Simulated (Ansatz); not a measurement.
Fields on a plane of CaPbF6 (space group Fm-3m)

```xyz
8
Lattice="0.0000 4.2455 4.2455 4.2455 0.0000 4.2455 4.2455 4.2455 0.0000" Properties=species:S:1:pos:R:3 pbc="T T T"
Ca     4.2455     4.2455     4.2455
Pb     0.0000     0.0000     0.0000
F      4.2455     4.2455     6.4380
F      4.2455     4.2455     2.0530
F      6.4380     4.2455     4.2455
F      2.0530     4.2455     4.2455
F      4.2455     6.4380     4.2455
F      4.2455     2.0530     4.2455
```

The slice is a {111} plane (indices of the conventional cell) through the point (0.242, 0.758, 0.758) (fractional), spanned by u = [100] and v = [-1 2 0] in vectors of this cell: u (6.00 Å) and v (10.40 Å, at 90° to u). It covers one period; positions are fractions (u, v).

Atoms on it: F at (0.24, 0.24); F at (0.74, 0.74); F at (0.00, 0.00); F at (0.50, 0.50); F at (0.26, 0.74); F at (0.76, 0.24).

Level of theory: LDA (plane waves to 420 eV, PAW, scalar-relativistic; Ansatz, a program for electronic structure). k mesh 7×7×7. These are valence fields of a PAW run, semicore shells included where kept as valence: close to a nucleus they are smooth pseudo fields. CaPbF6 was relaxed with its symmetry unable to fall. Spin-orbit coupling is left out, though Pb is heavy.

```
|%#+-:     :-+#|
|*+=-:.. ..:-=+|
|==----:.:----=|
|===+++---+++==|
|==*%%*+=+*%%*=|
|=+#@@#+=+#@@#+|
|-=*%@#+++#@%*=|
|:-+***+++***+-|
|.:-===+++===-:|
| .::-=***=-::.|
|  .:-+#%#+-:. |
|   :=*%@%*=:  |
|   :-+#%#+-:  |
| ..:-=+*+=-:..|
|.:----===----:|
|--+++=====+++-|
|=+*%%*===*%%*+|
|=+#@@#+=+#@@#+|
|++#@%*=-=*%@#+|
|++***+-:-+***+|
|++===-:.:-===+|
|**=-::. .::-=*|
|%#+-:.   .:-+#|
|@%*=:     :=*%|
```
Scale: ten equal steps from -3.00 (start of ' ') to 1.15 (end of '@'), in the order ' .:-=+*#%@'. Values: log₁₀ of the valence density in e/Å³. The map has 14 points along u (one character each, u = 0 at the left) and 24 along v (v = 0 in the bottom row). The scale is logarithmic, as a density can span decades between atoms and voids; values under 0.001 e/Å³ are set to 0.001.

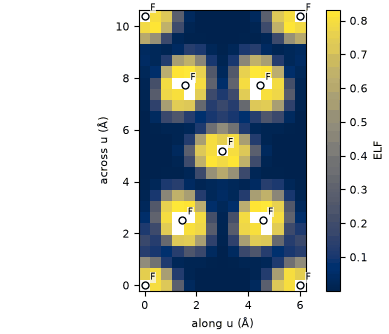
Figure. Electron localisation function (ELF), one period of the plane, atoms marked. Points within 0.4 Å of a nucleus are left white, as the pseudised field means little there.
